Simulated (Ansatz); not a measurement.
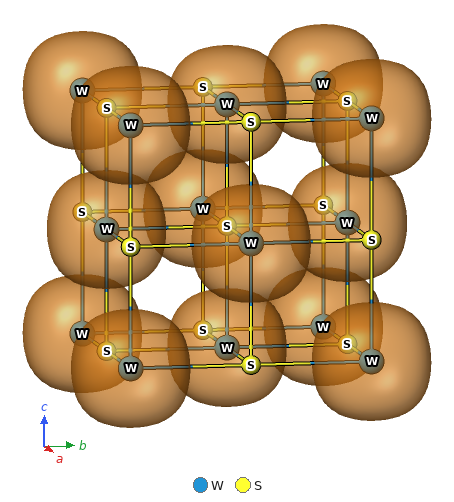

The picture shows: WS. Isosurface of the spin density at +0.1 e/Å³ (orange), seen slightly off an axis. Sticks mark near contacts.

Space group Fm-3m; started from the rock salt prototype, which need not be the ambient phase; Hubbard U of 6.2 eV on W d only; spin-polarised.

All numbers below come from DFT PBE+U, scalar-relativistic, plane waves, PAW in Ansatz.

The density is the valence pseudo-density of a PAW calculation; it isn't the true density close to the nuclei.

```
CELL_PARAMETERS angstrom
5.48396 0.00000 0.00000
0.00000 5.48396 0.00000
0.00000 0.00000 5.48396
ATOMIC_POSITIONS crystal
W 0.00000 0.00000 0.00000
W 0.50000 0.50000 0.00000
W 0.50000 0.00000 0.50000
W 0.00000 0.50000 0.50000
S 0.50000 0.00000 0.00000
S 0.00000 0.50000 0.00000
S 0.00000 0.00000 0.50000
S 0.50000 0.50000 0.50000
```

Where is the spin, and how is it ordered?

The spin density sits on W: +3.0 μB (×4) in one cell of 8 atoms, with smaller moments on other sites: S (up to −0.14 μB): parallel main moments, as they must be, since the calculation's own cell holds one magnetic site. The cell of the calculation (2 atoms) carries 4.0 μB of net spin moment.
